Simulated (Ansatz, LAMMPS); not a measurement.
# Ionic liquid MMIM+ FSI- with water, from a frame at 450 K (134 atoms): geometry optimisation, part 2 of 3

Wanted: the relaxed structure of ionic liquid MMIM+ FSI- with water, from a frame at 450 K (134 atoms) and its electronic structure.

Ansatz 0.2.0; Kohn-Sham DFT, PBEsol, PAW (set soft_2), plane waves.

The cell: 25 C, 15 N, 51 H, 10 S, 23 O and 10 F. The network of contacts between molecules at the start is that of the classical potential that made the cell. The functional has no dispersion term. The density was typed from a rule of thumb and may lie off the real one at this temperature. The Brillouin zone is sampled at Γ only, in a cell whose shortest periodic width is 12 Å.

So far. Step 3 (Single point at the start): Neighbours are counted within 1.34 Å (H-C), 1.21 Å (H-O), 1.77 Å (C-C), 1.79 Å (C-N), 1.93 Å (O-S), 2.02 Å (N-S), 1.98 Å (F-S).

## Step 4: Relaxation

With the cell held, the atoms are moved downhill towards a nearby minimum.

The input, input.yaml:

```yaml
crystal:
  lattice:
    - [11.75894, 0.0, 0.0]
    - [0.0, 11.75894, 0.0]
    - [0.0, 0.0, 11.75894]
  atoms:
    [... the 134 atom lines of step 3 ...]
kpoints:
  mp_grid: { grid: [1, 1, 1] }
hamiltonian:
  xc: pbesol
scf:
  occupations: { method: fixed }
output:
  forces: true
relax:
  f_tol: 0.03
  max_steps: 200
```

Command:

```sh
> ansatz run input.yaml --threads 4 --pin off --max-ram 8192MiB --backend cpu --events-out ev --progress --plain --runs-dir out
```

Numbers of over 12 decimals in the logs are rounded to 6 here.

The program printed:

```text
[...]
Crystal: 134 atoms, lattice volume = 1625.940 Å³
Basis set: ecut = 420 eV, 31799 PW (Γ), exchange–correlation on 160×160×160 points (8 copies of the dense FFT grid, shifted against one another)
Bands: 381, of which v1, the nominal top of the filled ones, is band 247 counted from 1 (246 counted from 0)
Symmetry: 1 space group operations
[...]
k-points: 1
[...]
SCF iter   1: F=—  HF=-42375.825526 eV  |F-HF|=—  |Δ(HF+E_count)|=         —  Δρ=9.25e-3  dr2=1.19e0  ethr=1.77e-3  ⟨swp⟩=5.0  Hψ=1307  notcnv=0  defer=129
[...]
SCF iter   3: F=—  HF=-42375.527716 eV  |F-HF|=—  |Δ(HF+E_count)|=   1.38e-3  Δρ=1.55e-3  dr2=4.99e-2  ethr=3.40e-5  ⟨swp⟩=2.0  Hψ=484  notcnv=0  defer=73
automatic band count: iteration 3 solves 322 bands in place of 381: the levels show a gap, and the empty bands left out lie too high to hold charge; the band table lists the bands solved (type scf.n_extra_bands for more)
SCF iter   4: F=—  HF=-42375.529854 eV  |F-HF|=—  |Δ(HF+E_count)|=   2.14e-3  Δρ=7.31e-4  dr2=1.02e-2  ethr=1.01e-5  ⟨swp⟩=3.0  Hψ=477  notcnv=0  defer=73
[...]
SCF iter   8: F=-42375.529798 eV  HF=-42375.529796 eV  |F-HF|=1.96e-6  |Δ(HF+E_count)|=   1.20e-5  Δρ=1.92e-5  dr2=6.43e-6  ethr=4.55e-9  ⟨swp⟩=5.0  Hψ=1017  notcnv=0
SCF 1 converged in 8 iterations: F = -42375.529798 eV  dr2 = 6.43e-6
[...]
relax step   1: F+E_penalty+E_count = -42375.52979812 eV  Δ(F+E_penalty+E_count) = +0.000e0 eV  max|allowed force component| = 5.746e0 eV/Å  Δτ_max = 0.0000 Å  (8 SCF iters, dr2 threshold 2.25e-5 eV, accepted)
[... from here on, the SCF cycles and remarks between the steps are left out ...]
relax step   2: F+E_penalty+E_count = -42381.23977408 eV  Δ(F+E_penalty+E_count) = -5.710e0 eV  max|allowed force component| = 3.781e0 eV/Å  Δτ_max = 0.1950 Å  (7 SCF iters, dr2 threshold 1.00e-4 eV, accepted)
relax step   3: F+E_penalty+E_count = -42383.40048703 eV  Δ(F+E_penalty+E_count) = -2.161e0 eV  max|allowed force component| = 1.612e0 eV/Å  Δτ_max = 0.1905 Å  (7 SCF iters, dr2 threshold 1.00e-4 eV, accepted)
relax step   4: F+E_penalty+E_count = -42384.22821175 eV  Δ(F+E_penalty+E_count) = -8.277e-1 eV  max|allowed force component| = 8.509e-1 eV/Å  Δτ_max = 0.1921 Å  (7 SCF iters, dr2 threshold 1.00e-4 eV, accepted)
relax step   5: F+E_penalty+E_count = -42384.63111236 eV  Δ(F+E_penalty+E_count) = -4.029e-1 eV  max|allowed force component| = 7.567e-1 eV/Å  Δτ_max = 0.1906 Å  (7 SCF iters, dr2 threshold 1.00e-4 eV, accepted)
relax step   6: F+E_penalty+E_count = -42384.84896448 eV  Δ(F+E_penalty+E_count) = -2.179e-1 eV  max|allowed force component| = 4.313e-1 eV/Å  Δτ_max = 0.1949 Å  (7 SCF iters, dr2 threshold 1.00e-4 eV, accepted)
relax step   7: F+E_penalty+E_count = -42384.91632532 eV  Δ(F+E_penalty+E_count) = -6.736e-2 eV  max|allowed force component| = 1.294e0 eV/Å  Δτ_max = 0.1932 Å  (7 SCF iters, dr2 threshold 6.04e-5 eV, accepted)
relax step   8: F+E_penalty+E_count = -42384.94570131 eV  Δ(F+E_penalty+E_count) = -2.938e-2 eV  max|allowed force component| = 2.323e0 eV/Å  Δτ_max = 0.1904 Å  (6 SCF iters, dr2 threshold 1.00e-4 eV, accepted)
relax step   9: F+E_penalty+E_count = -42385.12214724 eV  Δ(F+E_penalty+E_count) = -1.764e-1 eV  max|allowed force component| = 7.925e-1 eV/Å  Δτ_max = 0.2000 Å  (7 SCF iters, dr2 threshold 1.00e-4 eV, accepted)
relax step  10: F+E_penalty+E_count = -42385.20069202 eV  Δ(F+E_penalty+E_count) = -7.854e-2 eV  max|allowed force component| = 9.862e-1 eV/Å  Δτ_max = 0.1950 Å  (7 SCF iters, dr2 threshold 7.31e-5 eV, accepted)
relax step  11: F+E_penalty+E_count = -42385.27161012 eV  Δ(F+E_penalty+E_count) = -7.092e-2 eV  max|allowed force component| = 4.871e-1 eV/Å  Δτ_max = 0.1509 Å  (6 SCF iters, dr2 threshold 1.00e-4 eV, accepted)
relax step  12: F+E_penalty+E_count = -42385.33166192 eV  Δ(F+E_penalty+E_count) = -6.005e-2 eV  max|allowed force component| = 7.012e-1 eV/Å  Δτ_max = 0.1529 Å  (7 SCF iters, dr2 threshold 5.79e-5 eV, accepted)
relax step  13: F+E_penalty+E_count = -42385.36132802 eV  Δ(F+E_penalty+E_count) = -2.967e-2 eV  max|allowed force component| = 5.857e-1 eV/Å  Δτ_max = 0.1455 Å  (6 SCF iters, dr2 threshold 1.00e-4 eV, accepted)
relax step  14: F+E_penalty+E_count = -42385.35620513 eV  Δ(F+E_penalty+E_count) = +5.123e-3 eV  max|allowed force component| = 1.671e0 eV/Å  Δτ_max = 0.1974 Å  (6 SCF iters, dr2 threshold 1.00e-4 eV, rejected (line search))
relax step  15: F+E_penalty+E_count = -42385.42247323 eV  Δ(F+E_penalty+E_count) = -6.115e-2 eV  max|allowed force component| = 3.583e-1 eV/Å  Δτ_max = 0.0987 Å  (9 SCF iters, accepted)
relax step  16: F+E_penalty+E_count = -42385.46607816 eV  Δ(F+E_penalty+E_count) = -4.360e-2 eV  max|allowed force component| = 4.548e-1 eV/Å  Δτ_max = 0.0972 Å  (6 SCF iters, dr2 threshold 4.80e-5 eV, accepted)
relax step  17: F+E_penalty+E_count = -42385.50411582 eV  Δ(F+E_penalty+E_count) = -3.804e-2 eV  max|allowed force component| = 5.322e-1 eV/Å  Δτ_max = 0.1458 Å  (6 SCF iters, dr2 threshold 7.74e-5 eV, accepted)
[...]
relax step  85: F+E_penalty+E_count = -42386.24588166 eV  Δ(F+E_penalty+E_count) = -4.277e-3 eV  max|allowed force component| = 8.390e-2 eV/Å  Δτ_max = 0.0482 Å  (9 SCF iters, accepted)
relax step  86: F+E_penalty+E_count = -42386.24936360 eV  Δ(F+E_penalty+E_count) = -3.482e-3 eV  max|allowed force component| = 1.556e-1 eV/Å  Δτ_max = 0.0977 Å  (9 SCF iters, accepted)
[...]
relax step  89: F+E_penalty+E_count = -42386.25271365 eV  Δ(F+E_penalty+E_count) = +3.250e-4 eV  max|allowed force component| = 2.538e-1 eV/Å  Δτ_max = 0.0862 Å  (6 SCF iters, dr2 threshold 6.92e-5 eV, rejected (line search))
relax step  90: F+E_penalty+E_count = -42386.25641923 eV  Δ(F+E_penalty+E_count) = -3.381e-3 eV  max|allowed force component| = 1.454e-1 eV/Å  Δτ_max = 0.0421 Å  (9 SCF iters, accepted)
[...]
relax step  97: F+E_penalty+E_count = -42386.26385844 eV  Δ(F+E_penalty+E_count) = -7.407e-4 eV  max|allowed force component| = 3.552e-2 eV/Å  Δτ_max = 0.0262 Å  (8 SCF iters, accepted)
relax step  98: F+E_penalty+E_count = -42386.26486100 eV  Δ(F+E_penalty+E_count) = -1.003e-3 eV  max|allowed force component| = 6.738e-2 eV/Å  Δτ_max = 0.0549 Å  (9 SCF iters, accepted)
[...]
relax step 111: F+E_penalty+E_count = -42386.28520084 eV  Δ(F+E_penalty+E_count) = +1.363e-3 eV  max|allowed force component| = 6.728e-2 eV/Å  Δτ_max = 0.0512 Å  (7 SCF iters, dr2 threshold 1.70e-6 eV, rejected (line search))
relax step 112: F+E_penalty+E_count = -42386.28777317 eV  Δ(F+E_penalty+E_count) = -1.210e-3 eV  max|allowed force component| = 5.184e-2 eV/Å  Δτ_max = 0.0246 Å  (9 SCF iters, accepted)
[...]
relax step 118: F+E_penalty+E_count = -42386.29666272 eV  Δ(F+E_penalty+E_count) = -1.733e-3 eV  max|allowed force component| = 2.080e-1 eV/Å  Δτ_max = 0.0679 Å  (5 SCF iters, dr2 threshold 3.09e-5 eV, accepted)
relax step 119: F+E_penalty+E_count = -42386.30037074 eV  Δ(F+E_penalty+E_count) = -3.708e-3 eV  max|allowed force component| = 2.084e-1 eV/Å  Δτ_max = 0.0774 Å  (5 SCF iters, dr2 threshold 4.33e-5 eV, accepted)
relax step 120: F+E_penalty+E_count = -42386.30346213 eV  Δ(F+E_penalty+E_count) = -3.091e-3 eV  max|allowed force component| = 2.201e-1 eV/Å  Δτ_max = 0.1049 Å  (5 SCF iters, dr2 threshold 4.34e-5 eV, accepted)
relax step 121: F+E_penalty+E_count = -42386.30558636 eV  Δ(F+E_penalty+E_count) = -2.124e-3 eV  max|allowed force component| = 2.919e-1 eV/Å  Δτ_max = 0.1240 Å  (5 SCF iters, dr2 threshold 4.84e-5 eV, accepted)
relax step 122: F+E_penalty+E_count = -42386.30891005 eV  Δ(F+E_penalty+E_count) = -3.324e-3 eV  max|allowed force component| = 2.101e-1 eV/Å  Δτ_max = 0.0185 Å  (4 SCF iters, dr2 threshold 8.52e-5 eV, accepted)
relax step 123: F+E_penalty+E_count = -42386.28937927 eV  Δ(F+E_penalty+E_count) = +1.953e-2 eV  max|allowed force component| = 1.792e-1 eV/Å  Δτ_max = 0.2000 Å  (7 SCF iters, dr2 threshold 2.29e-5 eV, rejected (line search))
relax step 124: F+E_penalty+E_count = -42386.31344352 eV  Δ(F+E_penalty+E_count) = -4.533e-3 eV  max|allowed force component| = 6.264e-2 eV/Å  Δτ_max = 0.0735 Å  (10 SCF iters, accepted)
relax step 125: F+E_penalty+E_count = -42386.31532547 eV  Δ(F+E_penalty+E_count) = -1.882e-3 eV  max|allowed force component| = 5.013e-2 eV/Å  Δτ_max = 0.0831 Å  (9 SCF iters, accepted)
relax step 126: F+E_penalty+E_count = -42386.31701929 eV  Δ(F+E_penalty+E_count) = -1.694e-3 eV  max|allowed force component| = 1.011e-1 eV/Å  Δτ_max = 0.1163 Å  (9 SCF iters, accepted)
relax step 127: F+E_penalty+E_count = -42386.31807264 eV  Δ(F+E_penalty+E_count) = -1.053e-3 eV  max|allowed force component| = 4.485e-2 eV/Å  Δτ_max = 0.0340 Å  (5 SCF iters, dr2 threshold 6.55e-6 eV, accepted)
relax step 128: F+E_penalty+E_count = -42386.31922019 eV  Δ(F+E_penalty+E_count) = -1.148e-3 eV  max|allowed force component| = 7.244e-2 eV/Å  Δτ_max = 0.0553 Å  (9 SCF iters, accepted)
relax step 129: F+E_penalty+E_count = -42386.32012837 eV  Δ(F+E_penalty+E_count) = -9.082e-4 eV  max|allowed force component| = 7.317e-2 eV/Å  Δτ_max = 0.0467 Å  (7 SCF iters, dr2 threshold 1.03e-6 eV, accepted)
relax step 130: F+E_penalty+E_count = -42386.32091265 eV  Δ(F+E_penalty+E_count) = -7.843e-4 eV  max|allowed force component| = 2.741e-2 eV/Å  Δτ_max = 0.0532 Å  (6 SCF iters, dr2 threshold 5.35e-6 eV, accepted)
relax step 131: F+E_penalty+E_count = -42386.32091478 eV  Δ(F+E_penalty+E_count) = -2.125e-6 eV  max|allowed force component| = 2.763e-2 eV/Å  Δτ_max = 0.0000 Å  (4 SCF iters, accepted)
SCF converged after 4 iterations
Free energy (F): -42386.320915 eV
[...]
Internal energy: -42386.320915 eV  (E = F + TS)
E sigma→0 (E₀):  -42386.320915 eV
Fermi energy:    -0.323080 eV
[...]
--- Forces (eV/Å), atoms counted from 1 ---
  atom   1  C     -0.00044742    -0.00003026    -0.00055574
  atom   2  N      0.00387505    -0.00164855     0.01018543
  atom   3  C     -0.00379698     0.00191216    -0.00868359
  atom   4  C     -0.00291571     0.00052298    -0.00193457
  atom   5  N      0.00264019    -0.00273856     0.00696025
  atom   6  C     -0.00051408    -0.00351791     0.00032090
  atom   7  C      0.00135123     0.00751128    -0.00663660
  atom   8  H     -0.00119320    -0.00018069    -0.00056701
  atom   9  H      0.00157278     0.00066519     0.00101682
  atom  10  H      0.00182318    -0.00004674    -0.00032256
  atom  11  H      0.00245949     0.00057327     0.00063634
  atom  12  H     -0.00053065    -0.00078544    -0.00014867
  atom  13  H      0.00087237     0.00065813     0.00188097
  atom  14  H     -0.00030939     0.00149911    -0.00053700
[...]
atom 133  H     -0.00550487     0.00140722     0.00324522
  atom 134  H      0.00514861     0.00366056     0.00132597
  max |Σ_I F_I| component: 2.55e-5 eV/Å
--- Relaxed structure (131 steps of the walk, 122 accepted, 0 SCFs on fresh bases) ---
  F+E_penalty+E_count = -42386.32091478 eV   max|allowed force component| = 2.763e-2 eV/Å
  atoms:
    - { symbol: C, position: [0.242816, 0.792691, 0.906478] }
    - { symbol: N, position: [0.336341, 0.779244, 0.826880] }
    - { symbol: C, position: [0.328829, 0.727784, 0.722079] }
    - { symbol: C, position: [0.433008, 0.737267, 0.672004] }
[...]
- { symbol: H, position: [0.690362, 0.707894, 1.065464] }
```

Run time: 20 min. Hardware: 4 threads of Arm Neoverse V2, shared host; peak memory 1.8 GiB; 78 min of CPU time.

Relaxation path (22 of 131):

| step | energy less that of the first step (eV) | largest force component (eV/Å) |
| --- | --- | --- |
| 1 | 0.0000 | 5.7464 |
| 7 | -9.3865 | 1.2939 |
| 13 | -9.8315 | 0.5857 |
| 20 | -10.0343 | 0.1640 |
| 26 | -10.1215 | 0.1394 |
| 32 | -10.1856 | 0.1086 |
| 38 | -10.2184 | 0.2192 |
| 44 | -10.2750 | 0.1532 |
| 51 | -10.3614 | 0.6437 |
| 57 | -10.4530 | 0.4534 |
| 63 | -10.5610 | 0.1404 |
| 69 | -10.6455 | 0.2172 |
| 75 | -10.6756 | 0.2594 |
| 81 | -10.7030 | 0.4363 |
| 88 | -10.7232 | 0.2631 |
| 94 | -10.7321 | 0.0699 |
| 100 | -10.7370 | 0.1920 |
| 106 | -10.7485 | 0.1659 |
| 112 | -10.7580 | 0.0518 |
| 119 | -10.7706 | 0.2084 |
| 125 | -10.7855 | 0.0501 |
| 131 | -10.7911 | 0.0276 |

Relaxation steps 14, 18, 46, 58, 77, 84, 89, 111 and 1 more were tried and not accepted.

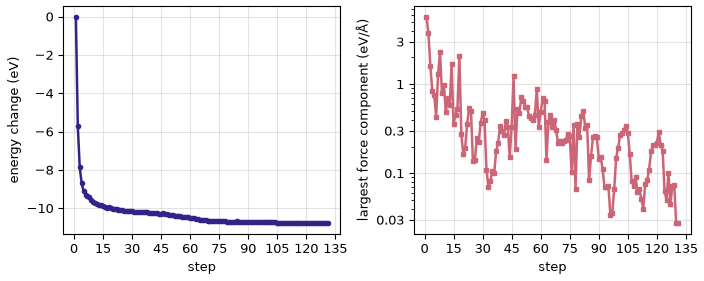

Energy and largest force along the relaxation.

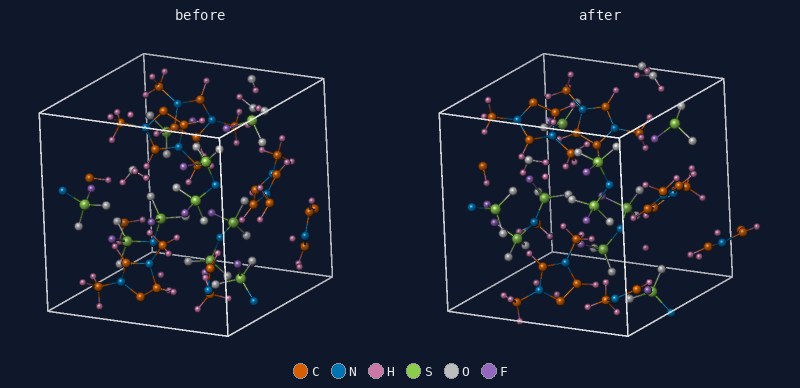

The structure before and after the relaxation, drawn at the same scale. Bonds to atoms that aren't drawn are left out.

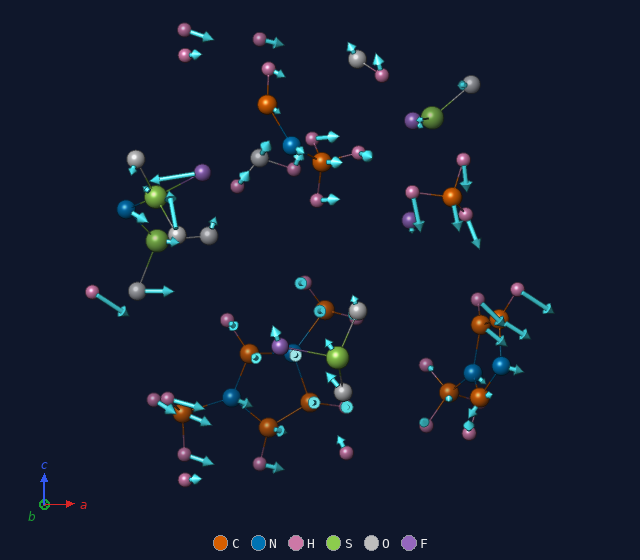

Displacements in the relaxation, scaled; the longest in the cell stands for 3.19 Å. Drawn is a slice 4 Å thick, seen along the normal of the ac plane. Bonds to atoms that aren't drawn are left out.

The atoms that moved most (Å):

```csv
atom,dx,dy,dz,length
F107,-3.116,0.404,-0.519,3.185
O106,-0.343,1.924,2.438,3.125
F121,-1.948,1.076,1.966,2.969
H75,2.285,1.012,-1.553,2.943
H24,0.015,2.595,0.100,2.597
H46,0.514,0.356,-2.396,2.476
H76,1.670,0.534,-1.679,2.428
H30,2.124,-0.564,-0.568,2.270
```

The relaxation changed the energy by -80.5 meV/atom, and atoms moved by 1.5 Å r.m.s., 3.2 Å at most.

## Step 5: Structure statistics after relaxation

Bonds before and after, by the cutoffs listed below:

```
pair  bonds before  bonds after  mean before (Å)  mean after (Å)  spread before (Å)  spread after (Å)
 H-C            45           45            1.095           1.096              0.030             0.005
 H-O             6            6            1.000           0.985              0.000             0.006
 C-C             5            5            1.370           1.365              0.023             0.001
 C-N            30           30            1.388           1.388              0.057             0.048
 O-S            20           20            1.447           1.440              0.028             0.004
 N-S            10           10            1.573           1.579              0.028             0.010
 F-S            10           10            1.595           1.601              0.036             0.009
```

Density 1.47 g/cm³, 12.13 Å³ an atom.

g(r), total and by pair (bins of 0.2 Å):

```csv
r (Å),total,H-H,H-C,H-O,H-N,H-F,H-S
0.90,0.45,0.00,0.00,3.48,0.00,0.00,0.00
1.10,2.77,0.00,19.50,0.00,0.00,0.00,0.00
1.30,0.98,0.00,0.00,0.00,0.00,0.00,0.00
1.50,1.57,0.60,0.00,0.00,0.00,0.00,0.00
1.70,0.64,3.16,0.00,0.38,0.00,0.00,0.00
1.90,0.30,1.50,0.00,0.60,0.00,0.00,0.00
2.10,1.07,0.22,0.00,0.76,9.42,0.00,0.00
2.30,0.81,0.36,1.02,1.57,0.16,0.23,0.00
2.50,1.15,1.11,0.38,0.62,0.27,0.61,0.00
2.70,0.60,1.14,1.05,1.22,0.11,0.86,0.00
2.90,0.74,0.89,1.87,1.23,0.40,0.75,0.75
3.10,0.76,0.89,0.79,0.97,0.26,1.32,1.03
3.30,1.15,0.55,2.35,0.87,1.09,0.93,2.06
3.50,0.94,1.30,0.82,0.67,0.48,0.82,1.44
3.70,0.91,1.08,0.74,1.12,0.87,0.46,1.29
3.90,1.06,1.16,0.86,1.02,1.66,1.33,1.00
4.10,1.01,0.71,1.37,1.15,1.70,1.44,0.98
4.30,1.06,1.03,1.14,1.04,1.25,1.30,1.38
4.50,1.12,0.83,0.87,1.17,1.13,1.06,1.13
4.70,0.96,0.77,1.11,1.02,1.16,0.92,0.92
4.90,1.09,1.23,0.74,1.12,1.13,1.06,1.05
5.10,1.06,1.01,1.13,1.00,0.71,1.56,1.41
5.30,1.06,1.08,0.74,1.03,0.72,1.04,1.41
5.50,1.01,0.95,0.97,0.91,1.12,0.97,1.00
5.70,0.95,0.87,0.89,0.92,0.78,1.14,0.97
```

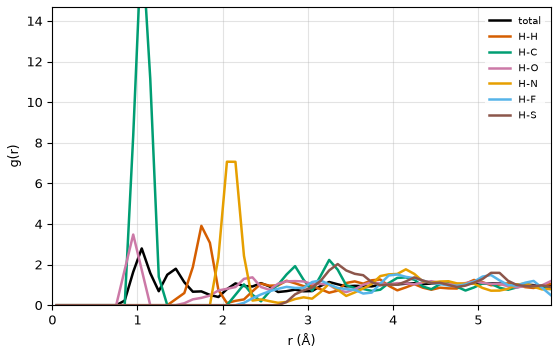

Pair distribution functions, lightly smoothed, with peaks cut at 14.

Bonds by pair of elements; cutoffs follow the first minimum of g(r), held within bounds set by covalent radii, and pairs that aren't listed don't count as bonded:

| pair A-B | cutoff (Å) | bonds | mean length (Å) | spread (Å) | shortest (Å) | B about A | A about B |
| --- | --- | --- | --- | --- | --- | --- | --- |
| H-C | 1.34 | 45 | 1.10 | 0.005 | 1.09 | 0.882 | 1.8 |
| H-O | 1.21 | 6 | 0.985 | 0.006 | 0.98 | 0.118 | 0.261 |
| C-C | 1.77 | 5 | 1.36 | 0.001 | 1.36 | 0.4 | 0.4 |
| C-N | 1.79 | 30 | 1.39 | 0.048 | 1.33 | 1.2 | 2 |
| O-S | 1.88 | 20 | 1.44 | 0.004 | 1.43 | 0.87 | 2 |
| N-S | 1.98 | 10 | 1.58 | 0.01 | 1.55 | 0.667 | 1 |
| F-S | 1.98 | 10 | 1.60 | 0.009 | 1.58 | 1 | 1 |

How many atoms have how many bonded neighbours:

```csv
element,mean,1,2,3,4
C,3.4,0,0,15,10
F,1,10,0,0,0
H,1,51,0,0,0
N,2.67,0,5,10,0
O,1.13,20,3,0,0
S,4,0,0,0,10
```

Bond angles (no mean is given where the spread exceeds 20°):

| angle | count | mean (°) | spread (°) |
| --- | --- | --- | --- |
| H-C-N | 50 | 115 | 7.3 |
| C-N-C | 30 | 120 | 7.7 |
| H-C-H | 30 | 110 | 0.8 |
| F-S-O | 20 | 104 | 0.8 |
| N-S-O | 20 | 113 | 3.6 |

Bond length by coordination (bonds to H left out):

```csv
element,coordination,atoms,mean bond length (Å)
C,3,15,1.36
C,4,10,1.45
N,2,5,1.58
N,3,10,1.39
O,1,20,1.44
```

Rings of the network by King's shortest-path rule, up to 12 atoms, one path for each pair of neighbours; H, halogens, alkali and alkaline-earth atoms are left out, and the last column divides by all other atoms, bonded or not:

```
ring size (atoms)  rings  per network atom
                5      5             0.068
```

Counting bonds as in the table, 60 % of C atoms have 3, all F atoms have 1, all H atoms have 1 and 67 % of N atoms have 3 bonded neighbours. The H-C-N angle averages 115° with a spread of 7°. All rings counted have 5 atoms.

[end of part 2 of 3]

[Logs are printed without paths, hosts, clocks, repeated set-up lines and the standing remarks that a program may print on its own settings, such as how far it seeks lower states.]

[Hosts, paths, dates, database ids (printed as entryN), source tags and the programs' standing remarks are cut or masked in the printed files.]
